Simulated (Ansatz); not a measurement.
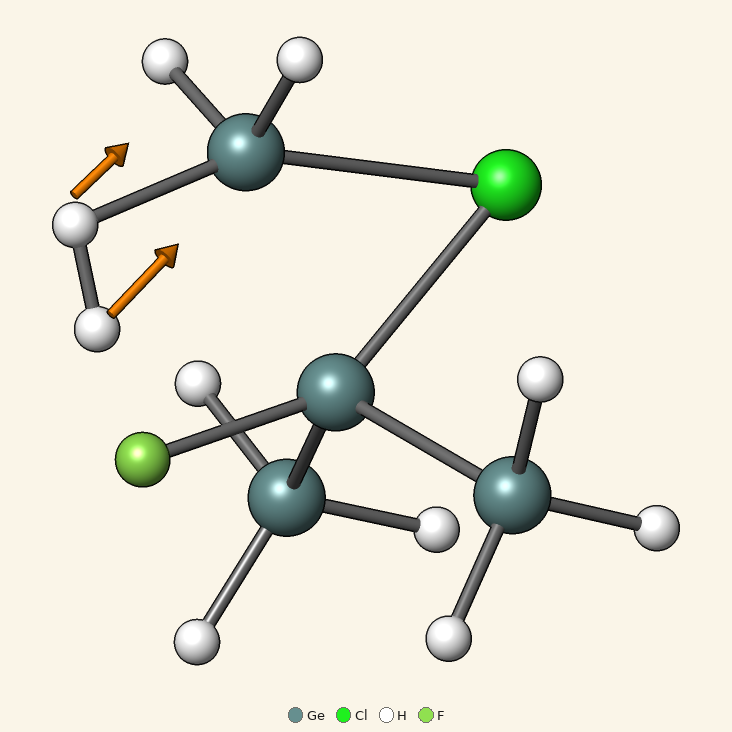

The arrows show one normal mode. Harmonic vibrations computed with RKS PBE0-D4/def2-TZVP (Ansatz 0.2.0) at a stationary point of the same level. It is a saddle point of order 1.

At what wavenumber does it lie?

Answer. 1034 cm⁻¹; it is mode 31 of 42 counted from the lowest.
